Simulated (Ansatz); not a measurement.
**F₆Ge (charge −2): density, localisation and related maps**

```xyz
7

Ge    0.0000    0.0000    0.0000
F     1.8372    0.0000    0.0000
F    -1.8372    0.0000    0.0000
F     0.0000    1.8372    0.0000
F     0.0000   -1.8372    0.0000
F     0.0000    0.0000    1.8372
F     0.0000    0.0000   -1.8372
```

The highest occupied orbital lies above zero, a sign that basis and functional describe the outermost electron poorly.

All numbers below come from DFT B3LYP, Gaussian basis def2-TZVPD (Ansatz).

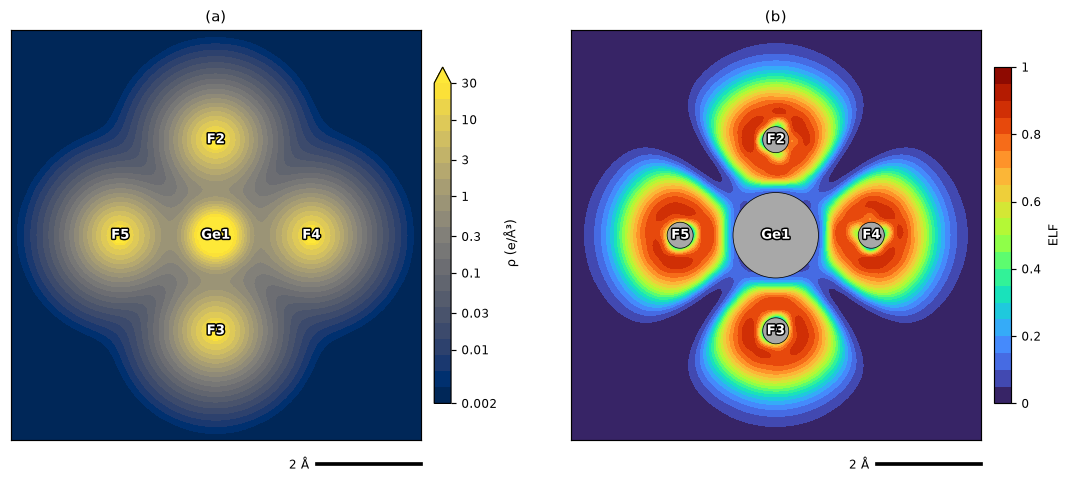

Figure 1. (a) electron density; (b) electron localisation function on the plane of atoms F3, Ge1 and F4. Grey discs cover the atomic cores in the ELF map.

What do the fields say about this system?

Answer. The plane passes through Ge and F nuclei. Ge–F (1.84 Å): the density is about 0.77 e/Å³ at the midpoint; the ELF peaks at about 0.85 in the valence shell of F, 0.6 Å from its nucleus, and is about 0.25 at the midpoint. The ELF also peaks beside F3, F5, F4 and F2, away from the bonds: lone-pair regions.

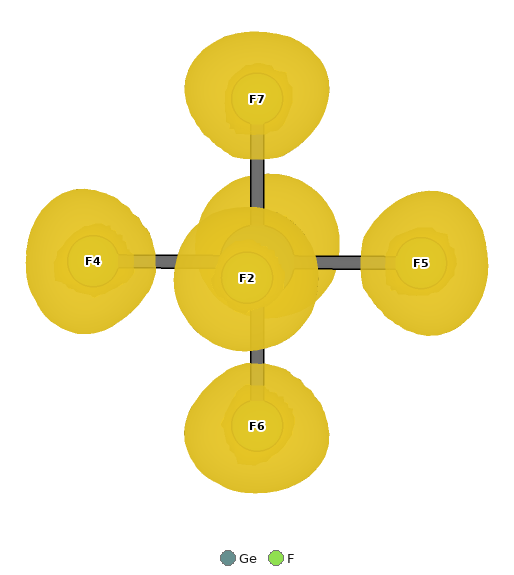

Figure 2. Isosurface of the ELF at 0.75 (yellow), seen across its widest extent. Only the valence region is drawn (cores and ρ < 0.01 e/Å³ removed).

Where are the electrons localised?

Answer. At this value the surface marks out six regions wrapped around F (the valence shell of each).

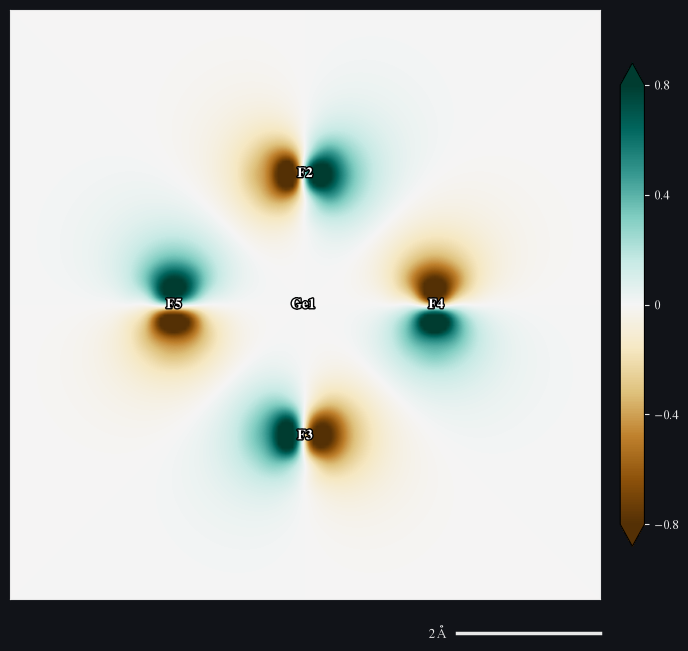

Figure 3. The HOMO on the plane of atoms F2, Ge1 and F5 (values in Å⁻³ᐟ²; the overall sign is arbitrary).

What is the character of this orbital?

Answer. Its weight (Hirshfeld) is mainly on F2 (about 25 %), F3 (about 25 %), F4 (about 25 %) and F5 (about 25 %); it is gerade (even under inversion); largely a combination of lone pairs on F2, F3, F4 and F5. It is one of a degenerate set, so its orientation is arbitrary. Its energy is 0.27 eV.
